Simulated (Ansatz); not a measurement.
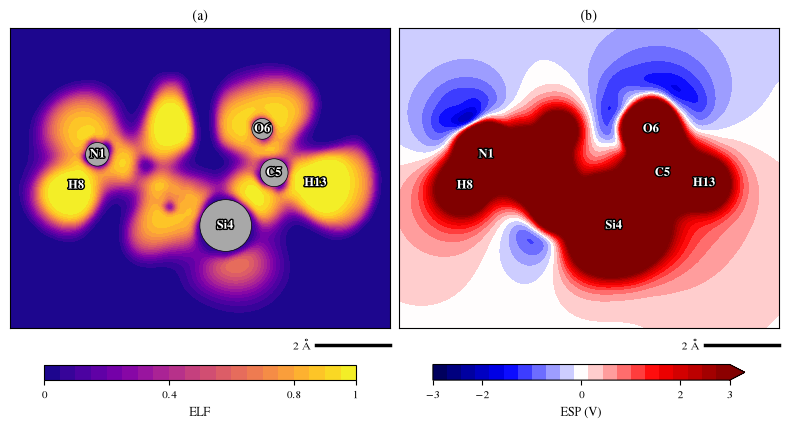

Figure 1: C$_{2}$H$_{7}$NO$_{2}$Si. (a) electron localisation function; (b) molecular electrostatic potential on the plane of atoms Si4, C5 and H13. Grey discs cover the atomic cores in the ELF map.

The calculation used RKS PBE-D4/6-31G* (Ansatz).

```xyz
13

N     1.8776   -1.7733   -0.0497
C     1.0553   -0.6734    0.3262
O    -0.3120   -0.8030   -0.1970
Si   -1.4876    0.3277    0.1326
C    -0.9537    2.0900   -0.4713
O     0.2059    2.3570   -0.7742
H     1.9453   -1.8340   -1.0709
H     1.4712   -2.6546    0.2817
H     1.4835    0.2628   -0.0669
H     1.0048   -0.6224    1.4302
H    -1.7989    0.4702    1.6038
H    -2.7292   -0.0838   -0.5979
H    -1.7420    2.9020   -0.5320
```

### Read the bonding off the picture.

The section cuts through N, Si, C, O and H sites.
C–O (1.23 Å): the ELF peaks at about 0.85 between the atoms: a short, multiple covalent bond.
C–Si (1.94 Å): the ELF peaks at about 1 between the atoms, as expected for localised, covalent bonding.
N–H (1.03 Å): the ELF climbs to about 1 towards the hydrogen, as it does in any bond to H (an ordinary covalent bond to hydrogen).
The ELF also peaks beside O3, N1 and O6, away from the bonds: lone-pair regions.
Outside the dense part of the molecule the potential is most negative (−2.0 V) near N1.
